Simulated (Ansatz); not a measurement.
System: TiO₂.

How it was computed, with Ansatz 0.2.0: relaxed lattice of one prototype by several density functionals, zero stress, symmetry kept, spin-unpolarised plane waves.

- prototype: anatase
- atoms in cell: 6
- periodic directions: 3

Describe the result: the volume per atom by functional. The cases: PBE; r2SCAN; PBEsol; LDA.

The least value, 11.019 Å³, is that of LDA, and the largest, 11.667 Å³, that of PBE.

| functional | volume per atom (Å³) | lattice constant a (Å) | lattice constant c (Å) |
| --- | --- | --- | --- |
| PBE | 11.667 | 3.799 | 9.702 |
| r2SCAN | 11.398 | 3.778 | 9.583 |
| PBEsol | 11.313 | 3.770 | 9.553 |
| LDA | 11.019 | 3.739 | 9.457 |

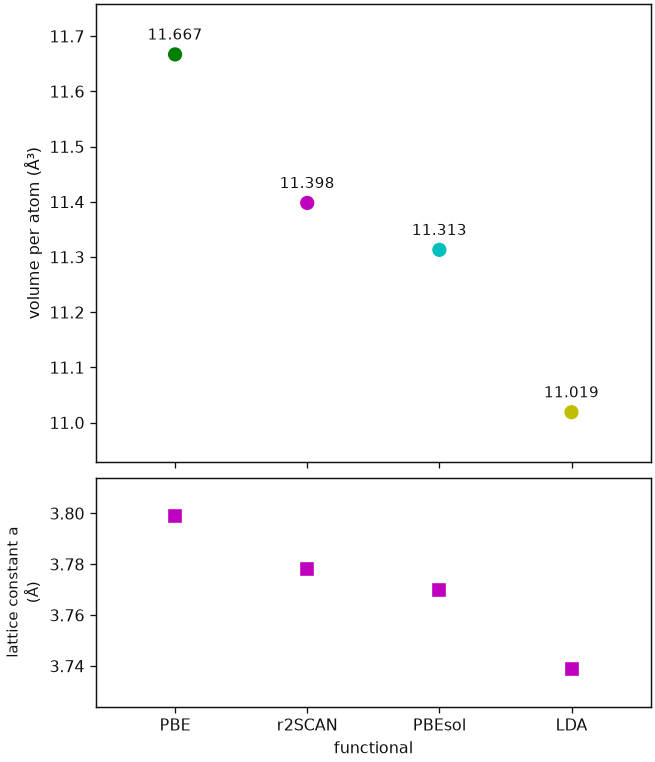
